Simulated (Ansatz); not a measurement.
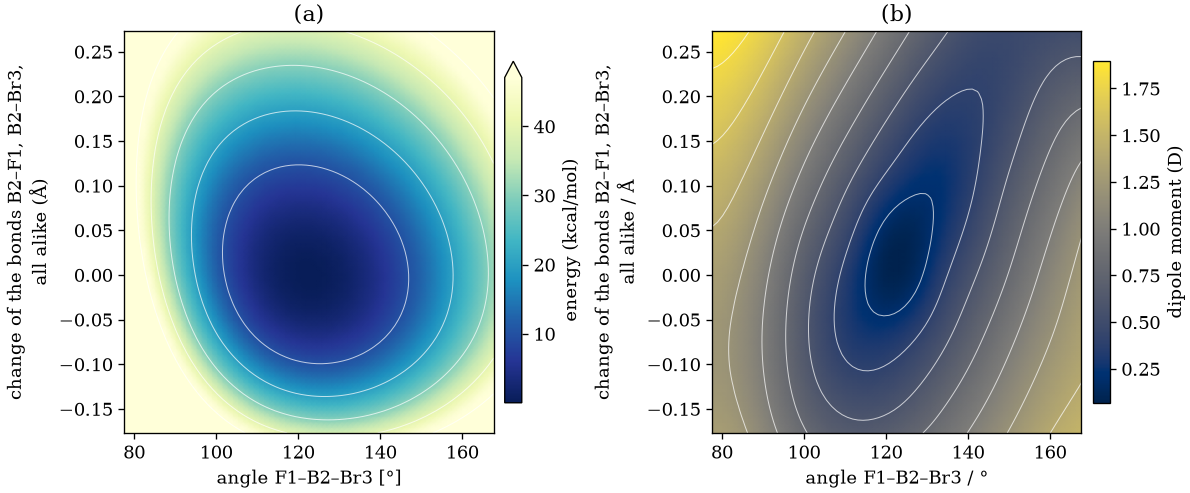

BBrF, SMILES F[B]Br, spin multiplicity 2. The first coordinate is: angle F1–B2–Br3; the second: change of the bonds B2–F1, B2–Br3, all alike. Nothing is relaxed (all other coordinates rigid). The scan uses a 9 × 9 grid. Points are written as (first, second). All energies are given in kcal/mol relative to the relaxed molecule at the same level. All numbers below come from Ansatz, UKS wB97X-V/def2-SVP.

Panel (a) is the energy and panel (b) the computed dipole moment on the same grid.

In the figure: a smooth colour map with a few white contour lines, one colour for all values above the top of the scale. Between grid points the surface is interpolated.

How does the dipole moment vary over the map, and what is it at the lowest grid point?

Leaving out the highest fifth of the energies, it runs from 0.09 D at (122.6°, −0.008 Å) to 1.76 D at (88.9°, 0.273 Å). At the lowest grid point, (122.6°, −0.008 Å), it is 0.09 D.

```
second ↓, first →  77.6  88.9  100.1  111.4  122.6  133.9  145.1  156.4  167.6
            0.273  1.90  1.76   1.47   1.17   0.88   0.62   0.48   0.49   0.51
            0.217  1.77  1.60   1.29   0.98   0.69   0.46   0.42   0.57   0.69
            0.161  1.63  1.44   1.11   0.79   0.50   0.32   0.43   0.67   0.89
            0.104  1.50  1.29   0.93   0.60   0.30   0.24   0.49   0.79   1.07
            0.048  1.39  1.16   0.78   0.42   0.11   0.27   0.58   0.89   1.19
           −0.008  1.30  1.07   0.67   0.30   0.09   0.38   0.70   1.00   1.27
           −0.064  1.24  1.03   0.63   0.32   0.29   0.54   0.82   1.10   1.33
           −0.120  1.24  1.05   0.68   0.46   0.50   0.71   0.96   1.21   1.40
           −0.177  1.29  1.13   0.81   0.66   0.71   0.89   1.11   1.34   1.50
```
